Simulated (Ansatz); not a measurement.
| atom | x (Å) | y (Å) | z (Å) |
| --- | --- | --- | --- |
| F | -0.5517 | -2.2878 | 0.5581 |
| Ga | -0.7780 | -0.8283 | -0.4235 |
| Ga | 0.7546 | 0.9729 | 0.2838 |
| H | -1.8997 | -1.0368 | -1.5047 |
| H | 2.1846 | 1.1134 | -0.3542 |
| H | 0.3323 | 2.0026 | 1.3942 |

Geometry: PBE0-D4/def2-TZVP.

Computed with Ansatz, RKS PBE0-D4/def2-TZVPP.

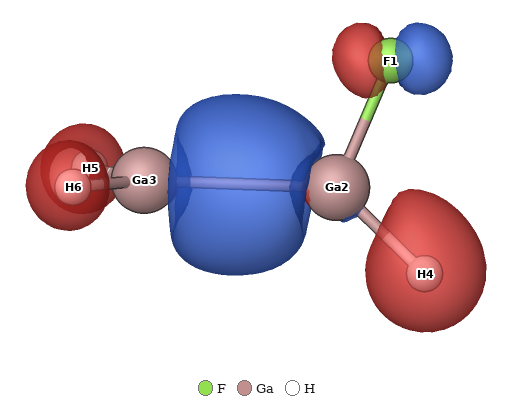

FGa$_{2}$H$_{3}$. The HOMO at ±0.15 Å⁻³ᐟ² (red and blue are the two phases), seen across its widest extent.

**What is the character of this orbital?**

It lies mainly on Ga2 (about 30 %), Ga3 (about 30 %), H4 (about 15 %), F1 (about 10 %), H5 (about 5 %) and H6 (about 5 %). Its energy is −7.44 eV.
